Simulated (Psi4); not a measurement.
# Energy and gradient calculation of Si4H10 (part 3 of 3)

Si4H10, multiplicity 3, SMILES [SiH3][SiH]([SiH3])[SiH3]; CAM-B3LYP/6-31G*, UKS (Psi4 1.11). The geometry is that of the parent species in another charge or spin state. The geometry comes from this level: PBE0-D4/def2-TZVP.

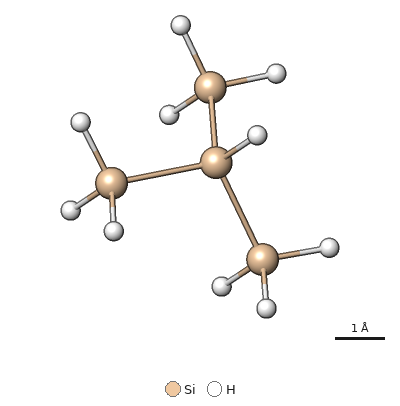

Fig. 1: The structure as given in the input (ball-and-stick view, seen at a tilt).

The input (job.inp)
```
memory 2200 mb

molecule {
  0 3
  Si
  Si 1 r2
  Si 2 r3 1 a3
  Si 2 r4 3 a4 1 d4
  H 1 r5 2 a5 3 d5
  H 1 r6 5 a6 2 d6
  H 1 r7 6 a7 5 d7
  H 2 r8 3 a8 4 d8
  H 3 r9 2 a9 8 d9
  H 3 r10 9 a10 2 d10
  H 3 r11 10 a11 9 d11
  H 4 r12 2 a12 8 d12
  H 4 r13 12 a13 2 d13
  H 4 r14 12 a14 13 d14

  r2 = 2.337303
  r3 = 2.337298
  a3 = 109.62419
  r4 = 2.337299
  a4 = 109.62261
  d4 = 120.3715
  r5 = 1.487766
  a5 = 110.7972
  d5 = 179.9819
  r6 = 1.487761
  a6 = 108.76795
  d6 = -122.01748
  r7 = 1.487903
  a7 = 108.62146
  d7 = 118.06051
  r8 = 1.492447
  a8 = 109.31445
  d8 = 119.8178
  r9 = 1.487891
  a9 = 109.17894
  d9 = -179.98943
  r10 = 1.487765
  a10 = 108.62252
  d10 = 120.92584
  r11 = 1.487765
  a11 = 108.76803
  d11 = -118.06135
  r12 = 1.487763
  a12 = 110.79433
  d12 = -60.36219
  r13 = 1.487888
  a13 = 108.62368
  d13 = 119.91371
  r14 = 1.487762
  a14 = 108.76732
  d14 = 118.06037
  symmetry c1
}

set globals {
  reference uks
  puream true
  e_convergence 1e-09
  d_convergence 1e-08
  scf_type pk
  dft_radial_points 99
  dft_spherical_points 590
  maxiter 100
}

result, w = gradient('cam-b3lyp/6-31G*', return_wfn=True)
oeprop(w, 'QUADRUPOLE', 'LOWDIN_CHARGES', 'MAYER_INDICES', title='CAM-B3LYP')
print_variables()
```

Launched with:
```bash
psi4 -n 1 job.inp job.out
```

Key numbers

| quantity | value |
| --- | --- |
| outcome | converged |
| total energy | −1163.656037 hartree |
| basis functions | 92 |
| largest force | 3.973 eV/Å |
| ⟨S²⟩ | 2.006 |
| dipole moment | 0.39 D |
| hardware | 1 thread of Intel Xeon (Granite Rapids), 32 GiB of memory available, shared host |
| wall time | 97 s |
| peak memory | 1.2 GiB |
